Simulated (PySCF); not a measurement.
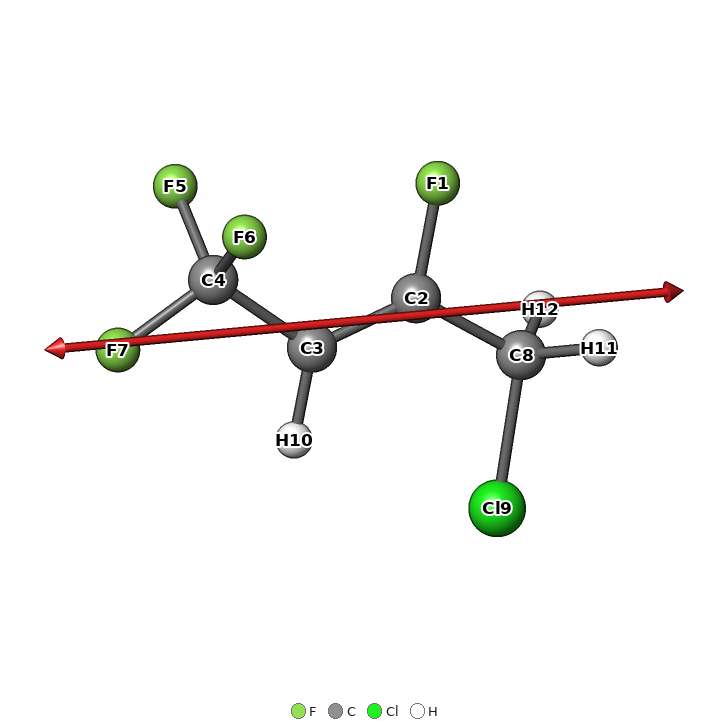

The double arrow shows the direction of the transition dipole to excited singlet state 1 (its length means nothing). Computed geometry: GFN2-xTB optimisation. No frequency run is at hand to confirm it as a minimum. Method: TDDFT CAM-B3LYP/def2-SVPD, vertical, gas phase, core orbitals frozen in the response (PySCF 2.14.0).

Question. Where does the transition lie, and how strong is it?

Answer. 7.29 eV (170 nm), oscillator strength 0.35, mainly HOMO → LUMO (weight 0.85); transition dipole 3.54 D.
